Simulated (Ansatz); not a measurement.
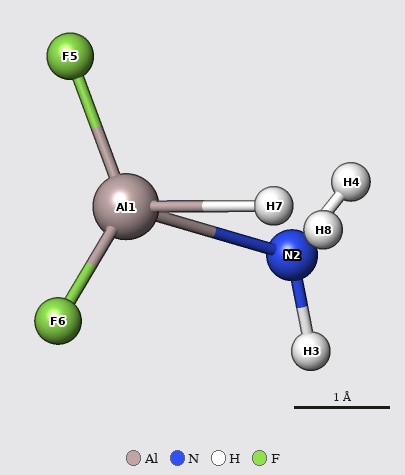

The structure as given in the input (ball-and-stick view, seen at a tilt; atoms are numbered from 1 in the order of the input). Sticks mark near contacts. Bond lengths as drawn: Al–F 1.69 Å, Al–H 1.86 Å, Al–N 2.27 Å and H–N 1.06 Å.

# Run report: AlNH₄F₂, geometry relaxation

AlNH₄F₂, computed with RKS PBE-D4/def2-mTZVP (Ansatz 0.2.0).

The input holds or restrains some coordinates. It belongs to a series of runs on one base structure; here: pulled along the bonds that form and break, towards end A. Figures and captions count atoms from 1; the log counts them from 0 in places.

## What the program printed
```
The last accepted step is kept in [file] (removed where the run ends without a failure and the disk answers)
Engine: ansatz 0.2.0, aarch64-unknown-linux-gnu
Functional definition: PBE
  parameter kappa = 0.804
  parameter beta = 0.06672455060314922
  exchange = pbe_x(kappa = kappa, mu = beta*pi^2/3)
  correlation = pbe_c(beta = beta)
831 factors; their error is unknown
mean field evaluation 1: about -13566.5560 eV, gradient 8.9e1 eV
mean field evaluation 2: about -13499.4699 eV, gradient 1.8e2 eV
mean field evaluation 4: about -13578.4776 eV, gradient 2.9e1 eV
mean field evaluation 8: about -13580.3458 eV, gradient 1.4e-1 eV
mean field evaluation 16: about -13580.3229 eV, gradient 1.6e-4 eV
mean field -13580.32293403 eV, -499.0676627521 hartree, gradient 2.8e-5 eV, S^2 0.000000; 0 other end points of the search recorded, 0 dependent functions left out
the calculation of the forces begins
reference -13580.32297668 eV, -499.0676643194 hartree; 21, 21 occupied and 70, 70 virtual orbitals, 831 factors
relax step   1: F+E_penalty+E_count = -13580.43728728 eV  Δ(F+E_penalty+E_count) = +0.000e0 eV  max|allowed force component| = 1.922e0 eV/Å  E_restraint = 23.82775205 eV  max|allowed force component, restraints' pulls added| = 2.354e1 eV/Å  Δτ_max = 0.0000 Å  (27 SCF iters, accepted)
  distance Al 0 - H 6 = 1.8600 Å
  distance H 7 - N 1 = 1.5524 Å
  distance Al 0 - N 1 = 2.2700 Å
  distance H 7 - H 6 = 1.0541 Å
these checks for a lower state are left out or cut short: starts, cluster_reference, orbital_swaps, neighbouring_geometries, increment
831 factors; their error is unknown
mean field -13580.41220066 eV, -499.0709432403 hartree, gradient 2.0e-5 eV, S^2 0.000000; 0 other end points of the search recorded, 0 dependent functions left out
[... from here on the field's lines of each further geometry are left out, up to the last ...]
relax step   2: F+E_penalty+E_count = -13580.52848663 eV  Δ(F+E_penalty+E_count) = -9.120e-2 eV  max|allowed force component| = 2.302e0 eV/Å  E_restraint = 10.07656185 eV  max|allowed force component, restraints' pulls added| = 1.536e1 eV/Å  Δτ_max = 0.1916 Å  (33 SCF iters, accepted)
relax step   3: F+E_penalty+E_count = -13580.89420899 eV  Δ(F+E_penalty+E_count) = -3.657e-1 eV  max|allowed force component| = 1.863e0 eV/Å  E_restraint = 2.03302146 eV  max|allowed force component, restraints' pulls added| = 8.692e0 eV/Å  Δτ_max = 0.1946 Å  (32 SCF iters, accepted)
relax step   4: F+E_penalty+E_count = -13581.57970203 eV  Δ(F+E_penalty+E_count) = -6.855e-1 eV  max|allowed force component| = 1.650e0 eV/Å  E_restraint = 0.10499598 eV  max|allowed force component, restraints' pulls added| = 2.776e0 eV/Å  Δτ_max = 0.1943 Å  (28 SCF iters, accepted)
relax step   5: F+E_penalty+E_count = -13582.03010186 eV  Δ(F+E_penalty+E_count) = -4.504e-1 eV  max|allowed force component| = 1.505e0 eV/Å  E_restraint = 0.09082489 eV  max|allowed force component, restraints' pulls added| = 9.159e-1 eV/Å  Δτ_max = 0.1997 Å  (34 SCF iters, accepted)
relax step   6: F+E_penalty+E_count = -13582.15296072 eV  Δ(F+E_penalty+E_count) = -1.229e-1 eV  max|allowed force component| = 2.098e0 eV/Å  E_restraint = 0.13874263 eV  max|allowed force component, restraints' pulls added| = 1.269e0 eV/Å  Δτ_max = 0.1999 Å  (32 SCF iters, accepted)
relax step   7: F+E_penalty+E_count = -13582.16671699 eV  Δ(F+E_penalty+E_count) = -1.376e-2 eV  max|allowed force component| = 1.694e0 eV/Å  E_restraint = 0.10478081 eV  max|allowed force component, restraints' pulls added| = 2.816e-1 eV/Å  Δτ_max = 0.2000 Å  (27 SCF iters, accepted)
relax step   8: F+E_penalty+E_count = -13582.17146544 eV  Δ(F+E_penalty+E_count) = -4.748e-3 eV  max|allowed force component| = 1.687e0 eV/Å  E_restraint = 0.10363365 eV  max|allowed force component, restraints' pulls added| = 3.476e-1 eV/Å  Δτ_max = 0.0868 Å  (26 SCF iters, accepted)
relax step   9: F+E_penalty+E_count = -13582.14407538 eV  Δ(F+E_penalty+E_count) = +2.739e-2 eV  max|allowed force component| = 1.612e0 eV/Å  E_restraint = 0.09874885 eV  max|allowed force component, restraints' pulls added| = 7.383e-1 eV/Å  Δτ_max = 0.1953 Å  (27 SCF iters, rejected (line search))
the calculation of the forces begins
reference -13582.05642862 eV, -499.1313675034 hartree; 21, 21 occupied and 70, 70 virtual orbitals, 831 factors
relax step  10: F+E_penalty+E_count = -13582.17181683 eV  Δ(F+E_penalty+E_count) = -3.514e-4 eV  max|allowed force component| = 1.700e0 eV/Å  E_restraint = 0.09849977 eV  max|allowed force component, restraints' pulls added| = 3.236e-2 eV/Å  Δτ_max = 0.0430 Å  (27 SCF iters, accepted)
  distance Al 0 - H 6 = 2.7584 Å
  distance H 7 - N 1 = 2.2715 Å
  distance Al 0 - N 1 = 1.8641 Å
  distance H 7 - H 6 = 0.7175 Å
831 factors; their error is unknown
mean field evaluation 96: about -13582.0564 eV, gradient 3.5e-2 eV
```

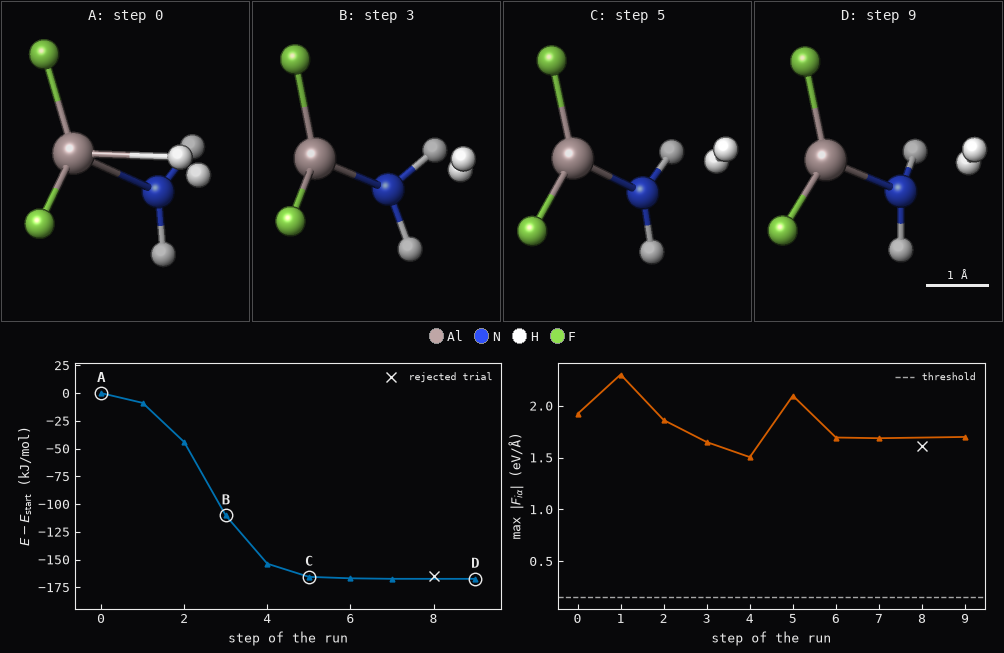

Frames of the restrained relaxation (ball-and-stick view, seen at a tilt) above the curves, on which the letters mark them (the first geometry is step 0 here and step 1 in the log).

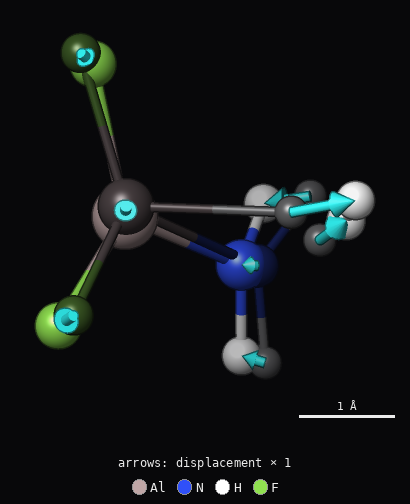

Start (faint) and end (solid) with the displacements as teal arrows, at true length (ball-and-stick view, seen at a tilt). The two geometries are laid on each other by the best rigid fit. Over 9 geometry steps the energy falls by 167.4 kJ/mol. The largest force component goes from 1.9 to 1.7 eV/Å. The line search rejected the trial step at point 8 (counted from 0) and went back. The atom that moves furthest after the best rigid fit is H7 (0.77 Å). By element the largest moves are H 0.77 Å, F 0.48 Å, Al 0.31 Å, N 0.19 Å. Among the contacts that change: Al1–H7 1.860 → 2.758 Å, Al1–N2 2.270 → 1.864 Å, H7–H8 1.054 → 0.718 Å, N2–H3 1.060 → 1.020 Å. New bonds form: H7–H8 (1.05 → 0.72 Å). Among the angles that change: H3–N2–H4 120.0° → 109.8°. (Atoms are counted from 1 in the order of the input.)

```
mean field -13582.05638427 eV, -499.1313658735 hartree, gradient 1.0e-5 eV, S^2 0.000000; 1 other end points of the search recorded, 0 dependent functions left out
the calculation of the forces begins
reference -13582.05642862 eV, -499.1313675034 hartree; 21, 21 occupied and 70, 70 virtual orbitals, 831 factors
Total energy: -13582.17186118 eV, -499.1356095715 hartree
Atom 0 at    -0.000070    -0.190189     0.235565 Å, force    -0.027874     0.155424     1.699536 eV/Å
Atom 1 at    -0.021934    -0.093707     2.097082 Å, force     0.061677    -0.389161    -1.553545 eV/Å
Atom 2 at    -0.804915    -0.484929     2.619866 Å, force    -0.004921    -0.007147     0.000450 eV/Å
Atom 3 at     0.843555    -0.226869     2.619664 Å, force    -0.000203    -0.005019     0.005955 eV/Å
Atom 4 at     1.423581     0.003291    -0.594505 Å, force     0.007504    -0.006322     0.000501 eV/Å
Atom 5 at    -1.419930    -0.394554    -0.598253 Å, force    -0.009304    -0.002138    -0.004895 eV/Å
Atom 6 at    -0.229651     2.513773     0.730187 Å, force    -0.056402     1.214244    -1.207052 eV/Å
Atom 7 at    -0.205836     1.996384     1.226794 Å, force     0.029522    -0.959882     1.059050 eV/Å
Dipole moment:     0.022384    -0.142566     0.487895 e Å
```

## Trajectory as extended XYZ (Å, eV, eV/Å), 10 frames, from step=1 to step=10
```
8
Properties=species:S:1:pos:R:3:forces:R:3 step=1 energy=-13580.43729
Al    0.0000    0.0000    0.0000   -0.0571   1.8558   1.7454
N     0.0000    0.0000    2.2700   -0.2819   1.2242  -1.9217
H    -0.8770   -0.2713    2.8000    1.6504   0.2642  -0.2256
H     0.8770    0.2713    2.8000   -1.3601  -1.0585  -0.2529
F     1.4635    0.0000   -0.8450   -0.5775  -0.4312   0.5394
F    -1.4635    0.0000   -0.8450    0.5268  -0.6773   0.4706
H    -0.2326    1.7497    0.5865    0.2585  -0.0419   0.4788
H    -0.1826    1.3735    1.5699   -0.1590  -1.1352  -0.8340
8
Properties=species:S:1:pos:R:3:forces:R:3 step=2 energy=-13580.52849
Al    0.0136   -0.1507    0.0397   -0.2277   1.3481   2.3020
N     0.0186   -0.1024    2.2311    0.0186   0.2119  -1.4328
H    -0.8626   -0.2706    2.7955    1.5229   0.0327  -0.6673
H     0.8598    0.2580    2.7912   -1.5177  -1.0909  -0.9080
F     1.4582   -0.0054   -0.8372   -0.8213  -0.3448   0.6823
F    -1.4499   -0.0081   -0.8329    1.0472  -0.5216   0.8045
H    -0.2503    1.9038    0.6989    0.0835   0.2118   0.2452
H    -0.2025    1.4986    1.4501   -0.1055   0.1528  -1.0258
8
Properties=species:S:1:pos:R:3:forces:R:3 step=3 energy=-13580.89421
Al    0.0284   -0.3083    0.1146   -0.3722   1.7158   1.8625
N     0.0411   -0.2332    2.1773    0.2652   0.1902  -0.8330
H    -0.8382   -0.2764    2.7734    1.2851  -0.1020  -1.1270
H     0.8304    0.2354    2.7603   -1.5036  -1.2092  -1.5045
F     1.4361   -0.0109   -0.8155   -0.9840  -0.5648   0.9304
F    -1.4186   -0.0167   -0.8053    1.3797  -0.7464   1.1251
H    -0.2701    2.0598    0.7641   -0.1387   1.4026  -1.5642
H    -0.2241    1.6734    1.3673    0.0684  -0.6862   1.1108
8
Properties=species:S:1:pos:R:3:forces:R:3 step=4 energy=-13581.57970
Al    0.0377   -0.3540    0.2061   -0.3889   1.5747   0.6562
N     0.0530   -0.3102    2.1126    0.1702   0.3416  -0.3390
H    -0.8087   -0.2924    2.7093    0.7246  -0.2230  -0.9350
H     0.8011    0.1851    2.6849   -0.8410  -0.9494  -1.1887
F     1.4105   -0.0578   -0.7658   -0.7141  -0.5418   0.9218
F    -1.3786   -0.0762   -0.7515    1.1021  -0.7055   1.1053
H    -0.2932    2.2477    0.8082   -0.1857   1.6500  -1.6122
H    -0.2369    1.7811    1.3327    0.1327  -1.1466   1.3914
8
Properties=species:S:1:pos:R:3:forces:R:3 step=5 energy=-13582.03010
Al   -0.0075   -0.2261    0.1946    0.1301   0.0692   1.3994
N     0.0438   -0.2996    2.0701    0.0328   0.0513  -1.2673
H    -0.7943   -0.3038    2.6621    0.1834  -0.0842  -0.3021
H     0.8236    0.1191    2.6038   -0.3311  -0.3621  -0.4328
F     1.4250   -0.1093   -0.6672   -0.3186  -0.0358   0.3205
F    -1.4015   -0.2686   -0.7389    0.3318  -0.0897   0.4623
H    -0.2141    2.4021    0.9071    0.1162   1.5047  -0.9870
H    -0.2903    1.8094    1.3047   -0.1446  -1.0534   0.8069
8
Properties=species:S:1:pos:R:3:forces:R:3 step=6 energy=-13582.15296
Al    0.0176   -0.1964    0.1901   -0.3203  -0.0637   2.0979
N    -0.0424   -0.1900    2.0425    0.1940  -0.2882  -0.5808
H    -0.8266   -0.4716    2.6617    0.5167   0.1649  -0.7355
H     0.8042   -0.0532    2.6164   -0.3826  -0.1361  -0.3506
F     1.4314   -0.0065   -0.6435    0.1317   0.0450  -0.0582
F    -1.4246   -0.4010   -0.5908   -0.1108  -0.0215  -0.2150
H    -0.2109    2.4984    0.7965   -0.0517   1.0580  -0.8889
H    -0.1639    1.9435    1.2635    0.0229  -0.7583   0.7310
8
Properties=species:S:1:pos:R:3:forces:R:3 step=7 energy=-13582.16672
Al   -0.0110   -0.1939    0.2250    0.2006   0.1224   1.6939
N     0.0033   -0.1248    2.0821    0.2973  -0.3089  -1.4985
H    -0.8088   -0.4005    2.6212   -0.1998  -0.1114   0.1398
H     0.8550   -0.2451    2.6402   -0.2047   0.0249  -0.2409
F     1.4151    0.0263   -0.5979   -0.0375  -0.0269   0.0038
F    -1.4169   -0.4103   -0.6290   -0.0276   0.0111   0.0507
H    -0.2124    2.5069    0.7642    0.0244   1.3443  -1.2037
H    -0.2396    1.9646    1.2306   -0.0525  -1.0555   1.0548
8
Properties=species:S:1:pos:R:3:forces:R:3 step=8 energy=-13582.17146
Al   -0.0150   -0.1909    0.2336    0.1136   0.1414   1.6583
N    -0.0210   -0.1092    2.0921    0.3746  -0.2293  -1.6872
H    -0.7946   -0.4862    2.6190   -0.3476  -0.1708   0.2438
H     0.8434   -0.1961    2.6303   -0.0786  -0.0017  -0.1157
F     1.4119    0.0168   -0.5904   -0.0242  -0.0090   0.0046
F    -1.4238   -0.4030   -0.6175   -0.0142  -0.0028   0.0398
H    -0.1905    2.5145    0.7479    0.0579   1.2756  -1.1810
H    -0.2255    1.9772    1.2213   -0.0815  -1.0034   1.0373
8
Properties=species:S:1:pos:R:3:forces:R:3 step=9 energy=-13582.14408 accepted=F
Al   -0.0275   -0.1785    0.2466   -0.1093   0.1192   1.6118
N    -0.0847   -0.0693    2.1089   -0.5269  -1.0417  -0.9466
H    -0.7732   -0.6802    2.6147    0.7383   0.7031  -0.4960
H     0.8106   -0.0916    2.6057   -0.1229  -0.0356   0.0043
F     1.3971    0.0201   -0.5798    0.0213   0.0364  -0.0294
F    -1.4405   -0.4354   -0.5861    0.0174  -0.0019  -0.0159
H    -0.1174    2.5393    0.7172    0.1450   1.1339  -1.1441
H    -0.1798    2.0188    1.2092   -0.1629  -0.9135   1.0159
8
Properties=species:S:1:pos:R:3:forces:R:3 step=10 energy=-13582.17182
Al   -0.0001   -0.1902    0.2356   -0.0279   0.1554   1.6995
N    -0.0219   -0.0937    2.0971    0.0617  -0.3892  -1.5535
H    -0.8049   -0.4849    2.6199   -0.0049  -0.0071   0.0004
H     0.8436   -0.2269    2.6197   -0.0002  -0.0050   0.0060
F     1.4236    0.0033   -0.5945    0.0075  -0.0063   0.0005
F    -1.4199   -0.3946   -0.5983   -0.0093  -0.0021  -0.0049
H    -0.2297    2.5138    0.7302   -0.0564   1.2142  -1.2071
H    -0.2058    1.9964    1.2268    0.0295  -0.9599   1.0591
```

The run was set up as follows.

## The input
```yaml
crystal:
  periodic: [false, false, false]
  atoms:
    - { symbol: Al, position_ang: [0.0, 0.0, 0.0] }
    - { symbol: "N", position_ang: [0.0, 0.0, 2.27] }
    - { symbol: H, position_ang: [-0.877, -0.2713, 2.8] }
    - { symbol: H, position_ang: [0.877, 0.2713, 2.8] }
    - { symbol: F, position_ang: [1.4635, 0.0, -0.845] }
    - { symbol: F, position_ang: [-1.4635, 0.0, -0.845] }
    - { symbol: H, position_ang: [-0.2326, 1.7497, 0.5865] }
    - { symbol: H, position_ang: [-0.1826, 1.3735, 1.5699] }
basis:
  gaussian: { orbitals: def2-mTZVP }
hamiltonian:
  xc: pbe
  dispersion: d4
relax:
  f_tol: 0.15
  max_steps: 25
  restrain:
    - { distance: [0, 6], at: 2.76, k: 30.0 }
    - { distance: [7, 1], at: 2.26, k: 30.0 }
    - { distance: [0, 1], at: 1.92, k: 30.0 }
    - { distance: [7, 6], at: 0.66, k: 30.0 }
```

Launch command:
```bash
ansatz run input.yaml --threads 2 --pin off --max-ram 3072MiB --backend cpu --events-out ev --progress --plain --runs-dir out
```

## Summary

| quantity | value |
| --- | --- |
| outcome | converged under the restraints of the input |
| total energy | −13582.1719 eV |
| mean-field energy | −13582.0564 eV |
| largest force (length of the vector) at the end, held atoms and coordinates included | 1.713 eV/Å |
| hardware | 2 threads of Arm Neoverse V2, 24 GiB of memory available, shared host |
| wall time | 14 s (CPU time 26 s) |
| peak memory | 0.15 GiB |
